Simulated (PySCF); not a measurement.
## Electronic structure of SiH₄ in real space

Input

```
{"job": {"kind": "sp", "xc": "wB97X", "basis": "ma-def2-TZVP", "d3": "d3bj", "grid": 2}, "charge": 0, "multiplicity": 1}
Si    -0.047385     0.018309    -0.312935
H     -0.132878     1.412779     0.213313
H     -1.112575    -0.817318     0.316306
H      1.292183    -0.554789     0.012569
H     -0.236132     0.032849    -1.793799
```

Command:

```sh
OMP_NUM_THREADS=1 python redox_run.py task.json out
```

Geometry: PBE0-D3(BJ)/def2-SVP.

All numbers below come from DFT single point, gas phase, functional wB97X (PySCF 2.14.0, density-fitted response routines).

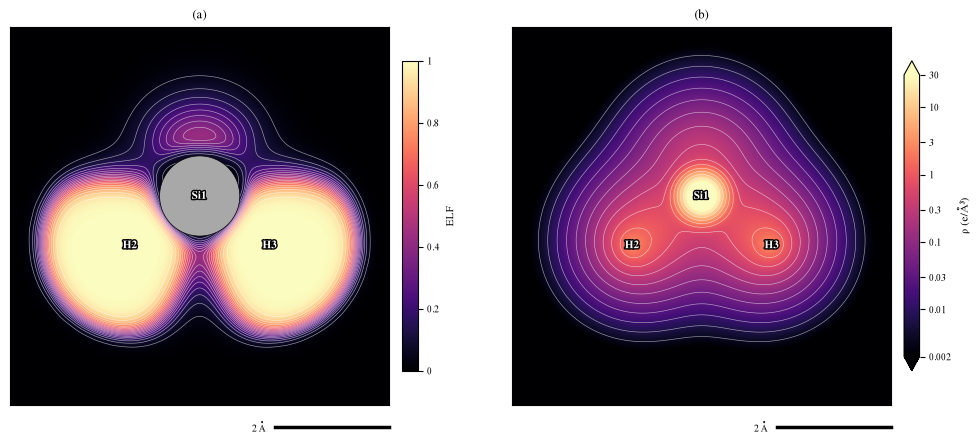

Figure 1. (a) electron localisation function; (b) total electron density on the plane of atoms H2, Si1 and H3. Grey discs cover the atomic cores in the ELF map.

What do the fields say about this system?

- Atoms in the plane: Si and H.
- Si–H (1.49 Å): ρ at the midpoint is about 0.8 e/Å³; the ELF climbs to about 1 towards the hydrogen, as it does in any bond to H.

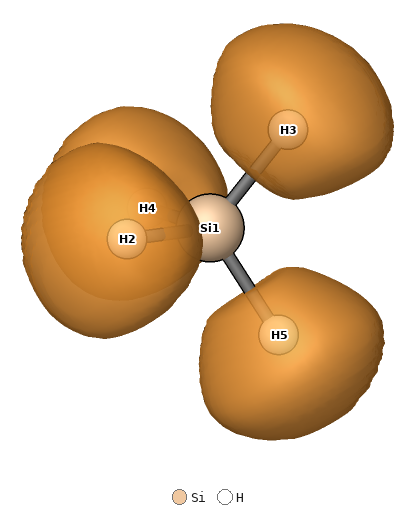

Figure 2. Isosurface of the ELF at 0.9 (orange), seen at a tilt. Core shells and regions of very low density are left out.

Where are the electrons localised?

At this value the surface marks out four regions around hydrogen nuclei.
